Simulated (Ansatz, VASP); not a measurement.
# Zr (Zirconium) in two plane-wave programs

Wanted: the spread between two codes on one cell, functional and k mesh. The structure shown is the end of the VASP relaxation below.

Method: plane waves, with VASP 6.6.1 beside it; single point at PBEsol with D3(BJ), in Ansatz 0.2.0.

## (1) The structure

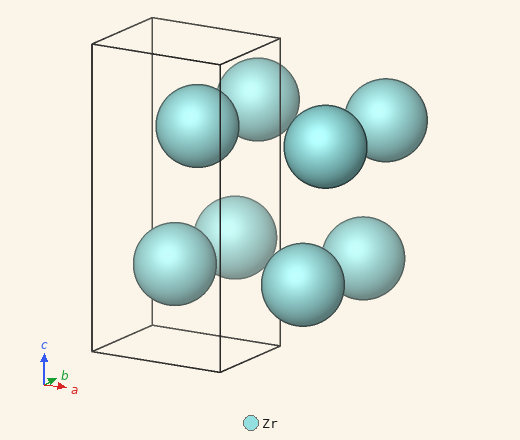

The starting structure, seen slightly off an axis (zirconium light teal). 2×2×1 cells are drawn.

Coordinates:

```cif
data_structure
_symmetry_space_group_name_H-M 'P6_3/mmc'
_symmetry_Int_Tables_number 194
_cell_length_a 3.1152
_cell_length_b 3.1152
_cell_length_c 5.0341
_cell_angle_alpha 90.000
_cell_angle_beta 90.000
_cell_angle_gamma 120.000
_cell_volume 42.31
loop_
_atom_site_label
_atom_site_type_symbol
_atom_site_symmetry_multiplicity
_atom_site_Wyckoff_symbol
_atom_site_fract_x
_atom_site_fract_y
_atom_site_fract_z
_atom_site_occupancy
Zr1 Zr 2 c 0.66667 0.33333 0.75000 1
```

## (2) VASP: relaxation, PBEsol with D3(BJ)

This run makes the geometry at which the two programs are then compared.

Lines of VASP's logs that name or quote its potential files are left out, and so is its time.

Contents of INCAR:

```
SYSTEM = Zr
PREC = Accurate
ENCUT = 450
EDIFF = 1E-06
NELM = 100
ISMEAR = 1
SIGMA = 0.1
LREAL = .FALSE.
ALGO = Normal
GGA = PS
IVDW = 12
NBANDS = 18
LORBIT = 11
LWAVE = .FALSE.
LCHARG = .FALSE.
KPAR = 2
IBRION = 2
NSW = 30
ISIF = 4
EDIFFG = -0.01
```

Contents of POSCAR:

```
Zr
1.0
    3.1171874946      0.0000000000      0.0000000000
   -1.5585937473      2.6995635586      0.0000000000
    0.0000000000      0.0000000000      5.0276091126
Zr
2
Direct
    0.6666666667      0.3333333333      0.7500000000
    0.3333333333      0.6666666667      0.2500000000
```

Contents of KPOINTS:

```
Automatic mesh
0
Gamma
10 10 6
0 0 0
```

PAW data sets: Zr_sv (PBE family, release 64).

Command:

```bash
> mpirun -np 2 vasp_std
```

Numbers of over 12 decimals in the logs are rounded to 6 here.

Output:

```text
[banner, memory and clock lines left out]
running    2 mpi-ranks, on    1 nodes
 distrk:  each k-point on    1 cores,    2 groups
 distr:  one band on    1 cores,    1 groups

 POSCAR found type information on POSCAR Zr
 POSCAR found :  1 types and       2 ions
|                                                                             |
|               ----> ADVICE to this user running VASP <----                  |
|                                                                             |
|     You enforced a specific xc type in the INCAR file but a different       |
|     [... a line on the potential file left out ...]
|     I HOPE YOU KNOW WHAT YOU ARE DOING!                                     |
|                                                                             |

 LDA part: xc-table for (Slater+PW92), standard interpolation
 POSCAR, INCAR and KPOINTS ok, starting setup
 FFT: planning ... GRIDC
 FFT: planning ... GRID_SOFT
 FFT: planning ... GRID
 WAVECAR not read
 entering main loop
       N       E                     dE             d eps       ncg     rms          rms(c)
DAV:   1     0.197682473650E+03    0.19768E+03   -0.12636E+04  2016   0.121E+03
DAV:   2    -0.362777090680E+01   -0.20131E+03   -0.19817E+03  2410   0.365E+02
DAV:   3    -0.184801095589E+02   -0.14852E+02   -0.14644E+02  3644   0.700E+01
DAV:   4    -0.188020443655E+02   -0.32193E+00   -0.32126E+00  2348   0.111E+01
DAV:   5    -0.188103056877E+02   -0.82613E-02   -0.82587E-02  2944   0.128E+00    0.180E+01
DAV:   6    -0.182229387524E+02    0.58737E+00   -0.87973E-01  2156   0.758E+00    0.752E+00
DAV:   7    -0.181102251437E+02    0.11271E+00   -0.62122E-01  2962   0.547E+00    0.117E+00
DAV:   8    -0.181155572537E+02   -0.53321E-02   -0.39147E-02  2592   0.161E+00    0.275E-01
DAV:   9    -0.181158299531E+02   -0.27270E-03   -0.12906E-03  2612   0.343E-01    0.313E-02
DAV:  10    -0.181158007892E+02    0.29164E-04   -0.36429E-05  2830   0.404E-02    0.241E-02
DAV:  11    -0.181158021773E+02   -0.13882E-05   -0.96740E-06  2166   0.365E-02    0.306E-03
DAV:  12    -0.181158020551E+02    0.12225E-06   -0.27259E-07  1186   0.376E-03
   1 F= -.19384530E+02 E0= -.19384857E+02  d E =-.193845E+02
 curvature:   0.00 expect dE= 0.000E+00 dE for cont linesearch  0.000E+00
 trial: gam= 0.00000 g(F)=  0.428E-46 g(S)=  0.104E-03 ort = 0.000E+00 (trialstep = 0.100E+01)
 search vector abs. value=  0.104E-03
 bond charge predicted
       N       E                     dE             d eps       ncg     rms          rms(c)
DAV:   1    -0.181162979254E+02   -0.49575E-03   -0.25483E-02  2046   0.138E+00    0.117E-01
DAV:   2    -0.181159583737E+02    0.33955E-03   -0.75102E-04  2166   0.202E-01    0.542E-02
DAV:   3    -0.181158630601E+02    0.95314E-04   -0.33491E-04  2448   0.125E-01    0.910E-03
DAV:   4    -0.181158635321E+02   -0.47206E-06   -0.46151E-06  2214   0.199E-02
   2 F= -.19384591E+02 E0= -.19384936E+02  d E =-.616120E-04
 trial-energy change:   -0.000062  1 .order   -0.000066   -0.000104   -0.000029
 step:   1.3829(harm=  1.3829)  dis= 0.00000  next Energy=   -19.384602 (dE=-0.720E-04)
 reached required accuracy - stopping structural energy minimisation
```

Parts of OUTCAR (step 2):

```text
ion  position               nearest neighbor table
   1  0.667  0.333  0.750-   2 3.09   2 3.09   2 3.09   2 3.09   2 3.09   2 3.09
   2  0.333  0.667  0.250-   1 3.09   1 3.09   1 3.09   1 3.09   1 3.09   1 3.09

  LATTYP: Found a hexagonal cell.
 ALAT       =     3.1171874946
 C/A-ratio  =     1.6128670865

 Subroutine GETGRP returns: Found 24 space group operations
 (whereof 12 operations were pure point group operations)

The static configuration has the point symmetry D_3d.
 The point group associated with its full space group is D_6h.

 Found     56 irreducible k-points:

   k-points           NKPTS =     56   k-points in BZ     NKDIM =     56   number of bands    NBANDS=     18

   dimension x,y,z NGX =    24 NGY =   24 NGZ =   36
   dimension x,y,z NGXF=    48 NGYF=   48 NGZF=   72

   ENCUT  =  450.0 eV  33.07 Ry    5.75 a.u.   5.39  5.39  8.70*2*pi/ulx,y,z

   NELECT =      24.0000    total number of electrons

 k-points in reciprocal lattice and weights: Automatic mesh
   0.00000000  0.00000000  0.00000000       0.002
   0.10000000  0.00000000  0.00000000       0.010
   0.20000000  0.00000000  0.00000000       0.010
   0.30000000 -0.00000000  0.00000000       0.010
   0.40000000  0.00000000  0.00000000       0.010
   0.50000000  0.00000000  0.00000000       0.005
   0.10000000  0.10000000  0.00000000       0.010
   0.20000000  0.10000000  0.00000000       0.020
   0.30000000  0.10000000  0.00000000       0.020
[...]
0.40000000  0.20000000  0.50000000       0.010
   0.30000000  0.30000000  0.50000000       0.010

 Edisp (eV)   -1.26873

 average (electrostatic) potential at core
       1 -73.0520       2 -73.0520

 E-fermi :   9.9776

 k-point     1 :       0.0000    0.0000    0.0000
  band No.  band energies     occupation
    ...
      6     -15.9836      2.00000
      7     -15.9620      2.00000
      8     -15.9620      2.00000
      9       4.1471      2.00000
     10       6.6587      2.00000
     11      10.8606     -0.00000
     12      10.8606     -0.00000
     13      10.8768     -0.00000
     14      11.4405     -0.00000
     15      11.6165     -0.00000
    ...

 k-point     2 :       0.1000    0.0000    0.0000
  band No.  band energies     occupation
    ...
      6     -16.0621      2.00000
      7     -15.9998      2.00000
      8     -15.9750      2.00000
      9       4.4619      2.00000
     10       6.9484      2.00000
     11      10.2061     -0.00574
     12      10.7842     -0.00000
     13      11.1572     -0.00000
     14      11.2820     -0.00000
     15      11.4397     -0.00000
    ...

 k-point     3 :       0.2000    0.0000    0.0000
  band No.  band energies     occupation
    ...
      8     -16.0121      2.00000
      9       5.3012      2.00000
     10       7.5760      2.00000
     11       9.5187      2.00000
     12       9.5510      2.00000
     13      10.7724     -0.00000
     14      11.5624     -0.00000
     15      11.6029     -0.00000
     16      12.0173      0.00000
     17      12.1284      0.00000
    ...

 Edisp (eV)   -1.26873

  Total       0.40116     0.40116     0.42343     0.00000    -0.00000     0.00000
  in kB      15.19182    15.19182    16.03531     0.00000    -0.00000     0.00000
  external pressure =       15.47 kB  Pullay stress =        0.00 kB

  energy-cutoff  :      450.00
  volume of cell :       42.31
      direct lattice vectors                 reciprocal lattice vectors
     3.115172590  0.000000000  0.000000000     0.321009501  0.185334922 -0.000000000
    -1.557586295  2.697818600 -0.000000000     0.000000000  0.370669844 -0.000000000
     0.000000000  0.000000000  5.034114967     0.000000000  0.000000000  0.198644649

 POSITION                                       TOTAL-FORCE (eV/Angst)
 -----------------------------------------------------------------------------------
      1.55759      0.89927      3.77559        -0.000000     -0.000000      0.000000
     -0.00000      1.79855      1.25853         0.000000      0.000000      0.000000
 -----------------------------------------------------------------------------------
    total drift:                               -0.000000      0.000000     -0.000000

  FREE ENERGIE OF THE ION-ELECTRON SYSTEM (eV)
  ---------------------------------------------------
  free  energy   TOTEN  =       -19.3845914557 eV

  energy  without entropy=      -19.3856237159  energy(sigma->0) =      -19.38493554

 reached required accuracy - stopping structural energy minimisation

 total charge
# of ion       s       p       d       tot
------------------------------------------
    1        2.252   5.957   1.742   9.952
    2        2.252   5.957   1.742   9.952
--------------------------------------------------
tot          4.505  11.915   3.484  19.903

[... 3 further parts left out ...]
```

## (3) Ansatz: single point, PBEsol with D3(BJ)

Ansatz runs on its default PAW (the set named soft_2) files.

The same cell, functional, mesh and smearing now go to Ansatz, which takes its cutoff from its data sets.

Contents of input.yaml:

```yaml
crystal:
  lattice:
    - [3.11517259, 0.0, 0.0]
    - [-1.55758629, 2.6978186, 0.0]
    - [0.0, 0.0, 5.03411497]
  atoms:
    - { symbol: Zr, position: [0.66666667, 0.33333333, 0.75] }
    - { symbol: Zr, position: [0.33333333, 0.66666667, 0.25] }
hamiltonian:
  xc: pbesol
  pseudopotentials: { kind: paw }
  dispersion: d3bj
kpoints:
  mp_grid: { grid: [10, 10, 6] }
scf:
  occupations: { method: methfessel_paxton, width: 0.1 }
  n_extra_bands: 4
output:
  forces: true
  stress: true
  eigenvalues: true
```

Command:

```bash
> ansatz run input.yaml --threads 2 --pin off --max-ram 4608MiB --backend cpu --events-out ev --progress --plain --runs-dir out
```

Output:

```text
scf.n_extra_bands = 4 over 12 filled bands (N_el = 24.0): the run solves 16 bands
Engine: ansatz 0.2.0, aarch64-unknown-linux-gnu
Pseudopotentials: kind: paw
Pseudopotential: Zr, paw, valence charge 12, recommended cutoff 420 eV (normal), Zr.paw.azcp
Functional definition: PBEsol
  exchange = pbesol_x
  correlation = pbesol_c
Crystal: 2 atoms, lattice volume = 42.308 Å³
Basis set: ecut = 420 eV, 833 PW (Γ), exchange–correlation on 48×48×72 points (8 copies of the dense FFT grid, shifted against one another)
Bands: 16, of which v1, the nominal top of the filled ones, is band 12 counted from 1 (11 counted from 0)
Symmetry: 24 space group operations
Space group: P63/mmc (ITA 194), of the structure as read, at distance tolerance 3.5e-5 Å
k-points: 56 of 600
Non-local potential: Zr, projectors of the file, l = 0: 3, l = 1: 2, l = 2: 2, l = 3: 2
PAW form: soft (Blöchl's): semilocal exchange-correlation on the pseudo side does not see the compensation charge
PAW frozen core: Zr, regenerated for the run's functional, and the local potential with it (the file was generated under x = pbe(κ = 0.804, μ = 0.219515), c = pbe(β = 0.066725))
PAW one-centre angular grid: Zr, 590 points (default); XC on 64 Gauss nodes
Initial density: superposition of atomic densities (neutral atoms: chi_scale 0, normalization atom), corrected by the library's trained network
Initial wavefunctions: pseudopotential atomic-orbital guess
Functional: x = pbesol(κ = 0.804, μ = 0.123457), c = pbesol(β = 0.046)
SCF iter   1: F=—  HF=-8258.497036 eV  |F-HF|=—  |Δ(HF+E_count)|=         —  Δρ=3.71e-3  dr2=2.36e-3  ethr=1.77e-3  ⟨swp⟩=4.9  Hψ=3815  notcnv=0
preconditioner: auto → none  [metal: Δε(μ)=0.058 eV  Ē_g=3.409 eV  σ=0.100 eV  W_gap=0.47  n_scr=8 (ndim 8)  ℏωp=16.1 eV  f_vac=0.000  D(μ)=1.39/eV (n_scr^D=8)  sad-step TF]
SCF iter   2: F=—  HF=-8258.496137 eV  |F-HF|=—  |Δ(HF+E_count)|=   8.99e-4  S|Δr|=    0.00e0  Δρ=2.14e-3  dr2=7.77e-4  ethr=9.83e-6  ⟨swp⟩=2.8  Hψ=1942  notcnv=0
SCF iter   3: F=—  HF=-8258.496200 eV  |F-HF|=—  |Δ(HF+E_count)|=   6.36e-5  S|Δr|=    0.00e0  Δρ=3.02e-4  dr2=3.39e-5  ethr=3.24e-6  ⟨swp⟩=2.2  Hψ=1067  notcnv=0
SCF iter   4: F=—  HF=-8258.496180 eV  |F-HF|=—  |Δ(HF+E_count)|=   2.04e-5  S|Δr|=    0.00e0  Δρ=8.41e-5  dr2=1.22e-6  ethr=1.41e-7  ⟨swp⟩=2.2  Hψ=1388  notcnv=0
SCF iter   5: F=-8258.496180 eV  HF=-8258.496180 eV  |F-HF|=4.38e-8  |Δ(HF+E_count)|=   2.91e-7  S|Δr|=    0.00e0  Δρ=1.46e-5  dr2=5.99e-8  ethr=4.17e-10  ⟨swp⟩=5.2  Hψ=4039  notcnv=0
SCF 1 converged in 5 iterations: F = -8258.496180 eV  dr2 = 5.99e-8
  greatest PAW one-centre occupation: 0.997 electrons in one spin orbital (limit 2), on the Zr atom at site 1 (counted from 0), in its partial waves of l = 0
SCF converged after 5 iterations
Stability not checked: this state was not tested for a lower state beside it, because cold or Methfessel-Paxton smearing, or corrected tetrahedra, fill the levels in a way that the test cannot read (fill_not_monotonic; see scf.lower_state_search)
Free energy (F): -8258.496180 eV
Harris-Foulkes:  -8258.496180 eV  (|F-HF|=4.38e-8)
Internal energy: -8258.497204 eV  (E = F + TS)
E sigma→0 (E₀):  -8258.496436 eV
Entropy (-TS):   0.001024 eV (0.512 meV/atom)
Fermi energy:    15.497665 eV
--- Per-component energies (eV) ---
  E_band       = -154.565632
  E_kinetic    = 670.587521
  E_local      = -1166.030520  (includes V_loc(G=0)·N_el)
  E_nonlocal   = 165.348847
  E_hartree    = 361.168538
  E_xc         = -322.337159
  E_vxc        = -382.597915  (∫ρ·V_xc dr)
  E_paw        = -5800.927115  (= ΣΔE_a)
  E_vpaw       = -164.202719  (= ΣTr[D̂ρ^β])
  E_aug_tail   = 0.000048  (compensation charges beyond the density's cutoff)
  E_ewald      = -2165.369646
  E_disp       = -1.269159  (pairwise vdW)
  E_core_change = 0.331441  (= ΣΔE_core)
  E_smearing   = 0.001024  (= −TS)
  E_closure    = 0.000000  (closes the sum)
  Σ components = -8258.496180   (vs F -8258.496180, Δ=0.00e0)
--- Forces (eV/Å), atoms counted from 1 ---
  atom   1  Zr    -0.00000000     0.00000000     0.00000000
  atom   2  Zr     0.00000000    -0.00000000     0.00000000
  max |Σ_I F_I| component: 9.25e-18 eV/Å
--- Stress (GPa, compression-positive) ---
        1.396535       0.000000       0.000000
        0.000000       1.396535       0.000000
        0.000000       0.000000       1.465198
  P = ⅓ Tr σ = 1.4194 GPa (14.194 kbar)
--- Band table (eV; the first three rows and the last of 56) ---
  k-point 0: bands = [... 8 lower, 9.6774, 12.1823, 16.3801, 16.3801, 16.3955, 16.9622, 17.1356, 17.1356]
  k-point 1: bands = [... 8 lower, 9.9304, 12.1902, 16.2089, 16.2769, 16.2769, 16.5032, 16.9594, 16.9594]
  k-point 2: bands = [... 8 lower, 10.6144, 12.0576, 15.7156, 15.7790, 16.1930, 16.1930, 16.6003, 16.6003]
  k-point 55: bands = [... 8 lower, 13.5576, 13.5576, 14.4072, 14.4072, 15.5429, 15.5429, 17.6059, 17.6059]
```

Run time: 1.7 s. Hardware: 2 threads of Arm Neoverse N1, shared host; peak memory 0.32 GiB.

The column dr2 measures how far the density is from self-consistency, as an energy; F and HF (Harris–Foulkes) agree once it is small.

The run ends at a pressure of 1.42 GPa.

## (4) Differences

Known differences besides the PAW data sets themselves: the cutoff is 420 eV in Ansatz and 450 eV in VASP; Ansatz makes its cores anew for this functional, VASP keeps those of its PBE data sets; VASP leaves aspherical gradient terms in its spheres out (LASPH is not set), Ansatz keeps them. Total energies have different zeros and are not compared.

The two programs side by side:

```csv
quantity,Ansatz,VASP,difference
pressure (GPa),1.42,1.55,-0.13
```

## (5) What came out

```json
{"difference in pressure (single point, PBEsol with D3(BJ), volume scaled by 0.985)": "-0.13 GPa"}
```

What this shows: The difference in pressure is -0.13 GPa (single point, PBEsol with D3(BJ)), within the 1 GPa picked in this series as the mark of a large difference. How closely two codes agree says nothing of how well the functional describes the real material.

[Lines on the potential files, build, host, timing and source positions are cut from VASP's logs without a mark.]

[Logs are printed without paths, hosts, clocks, repeated set-up lines and the standing remarks that a program may print on its own settings, such as how far it seeks lower states.]

[Hosts, paths, dates, database ids (printed as entryN), source tags and the programs' standing remarks are cut or masked in the printed files.]
